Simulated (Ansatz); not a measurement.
Input file:

```
crystal:
  periodic: [false, false, false]
  atoms:
    - {symbol: Si, position_ang: [-3.744608, -1.060555, -2.004080]}
    - {symbol: Si, position_ang: [-3.741752, 2.006731, 1.059616]}
    - {symbol: Si, position_ang: [-0.911551, -0.887558, -4.584536]}
    - {symbol: Si, position_ang: [-0.915074, -3.642368, -1.795429]}
    - {symbol: Si, position_ang: [-0.779580, -0.985768, 0.988172]}
    - {symbol: Si, position_ang: [1.867445, -3.636747, 0.910447]}
    - {symbol: Si, position_ang: [1.831498, -0.894900, -1.804323]}
    - {symbol: Si, position_ang: [1.865244, -0.911229, 3.637968]}
    - {symbol: Si, position_ang: [-0.748982, 1.935614, -1.933970]}
    - {symbol: Si, position_ang: [-0.917144, 4.587813, 0.881939]}
    - {symbol: Si, position_ang: [1.831158, 1.808167, 0.898420]}
    - {symbol: Si, position_ang: [-0.922188, 1.792150, 3.644532]}
    - {symbol: Si, position_ang: [4.579904, -0.897574, 0.898468]}
    - {symbol: Si, position_ang: [-2.221596, -2.336677, -3.263614]}
    - {symbol: Sb, position_ang: [-2.319827, 0.480266, -0.480271]}
    - {symbol: Si, position_ang: [-2.220274, 3.266530, 2.336883]}
    - {symbol: Si, position_ang: [0.506291, 0.426680, -3.234937]}
    - {symbol: Si, position_ang: [0.497657, -2.301507, -0.471969]}
    - {symbol: Si, position_ang: [0.497066, 0.475003, 2.304408]}
    - {symbol: Si, position_ang: [3.222633, -2.259421, 2.260714]}
    - {symbol: Si, position_ang: [3.206448, 0.457829, -0.453914]}
    - {symbol: Si, position_ang: [0.506299, 3.237208, -0.424975]}
    - {symbol: H, position_ang: [-4.602878, -0.120284, -2.804370]}
    - {symbol: H, position_ang: [-4.586967, -1.847454, -1.038029]}
    - {symbol: H, position_ang: [-4.586854, 1.043058, 1.846844]}
    - {symbol: H, position_ang: [-4.596654, 2.808426, 0.117896]}
    - {symbol: H, position_ang: [-1.811709, -0.001636, -5.405243]}
    - {symbol: H, position_ang: [-0.056576, -1.727534, -5.495772]}
    - {symbol: H, position_ang: [-1.817128, -4.457030, -0.905142]}
    - {symbol: H, position_ang: [-0.057042, -4.562376, -2.623385]}
    - {symbol: H, position_ang: [-1.750411, -1.801085, 1.805955]}
    - {symbol: H, position_ang: [0.972018, -4.505881, 1.755185]}
    - {symbol: H, position_ang: [2.711957, -4.507699, 0.017278]}
    - {symbol: H, position_ang: [2.679508, -1.796334, -2.669385]}
    - {symbol: H, position_ang: [0.969254, -1.758792, 4.503755]}
    - {symbol: H, position_ang: [2.709424, -0.021239, 4.512401]}
    - {symbol: H, position_ang: [-1.711048, 2.757751, -2.754627]}
    - {symbol: H, position_ang: [-1.825336, 5.391321, -0.011736]}
    - {symbol: H, position_ang: [-0.069719, 5.514738, 1.712177]}
    - {symbol: H, position_ang: [2.679355, 2.673557, 1.799383]}
    - {symbol: H, position_ang: [-1.834423, 0.895167, 4.440535]}
    - {symbol: H, position_ang: [-0.072119, 2.609321, 4.581416]}
    - {symbol: H, position_ang: [5.445240, -1.757600, 0.015086]}
    - {symbol: H, position_ang: [5.449960, -0.017295, 1.756882]}
    - {symbol: H, position_ang: [-3.061341, -3.226770, -4.148014]}
    - {symbol: H, position_ang: [-3.062524, 4.151102, 3.224200]}
    - {symbol: H, position_ang: [1.401471, 1.279918, -4.101354]}
    - {symbol: H, position_ang: [4.092684, -3.131929, 3.132681]}
    - {symbol: H, position_ang: [4.021354, 1.355423, -1.353649]}
    - {symbol: H, position_ang: [1.401469, 4.101471, -1.280477]}
basis:
  gaussian: {orbitals: def2-SVP, fitting: {mean_field: def2-universal-jkfit}, initial_orbitals: start.molden}
total_charge: 1
hamiltonian: {xc: pbe0, dispersion: d4}
scf: {omitted_lower_state_checks: [starts]}
output: {orbitals: {seedname: orbitals}}
```

Run with:

```sh
ansatz run in.yaml --threads 2 --pin off --events-out ev --progress --plain --max-ram 22528MiB --backend cuda --devices 0, --max-vram 18GiB
```

Geometry: PBE-D4/def2-SVP; core potentials replace the inner electrons of Sb.

All numbers below come from RKS PBE0-D4/def2-SVP in Ansatz 0.2.0.

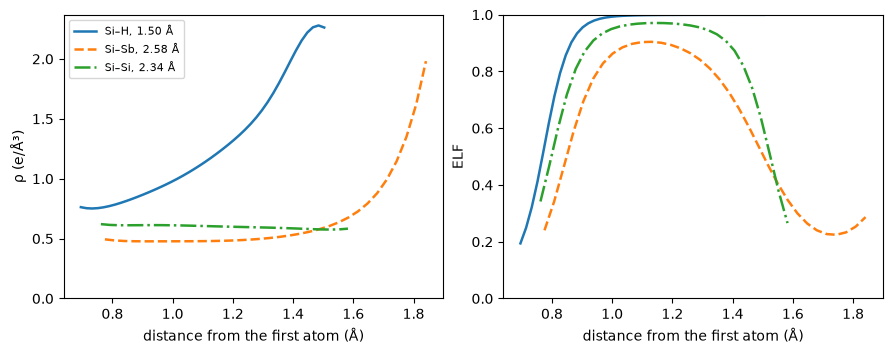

H28SbSi21 (Si22H28 ring sphere) (charge +1). Electron density and electron localisation function along straight lines between neighbouring atoms. The curves leave out the atomic cores.

**Compare the contacts.**

Si–H (1.50 Å): ρ is about 0.75 e/Å³ halfway; the ELF climbs to about 1 towards the hydrogen, as it does in any bond to H.
Si–Sb (2.58 Å): ρ is about 0.5 e/Å³ halfway; the ELF peaks at about 0.90 between the atoms: localised, covalent bonding.
Si–Si (2.34 Å): ρ at the midpoint is about 0.6 e/Å³; the ELF peaks at about 1 between the atoms, as expected for localised, covalent bonding.
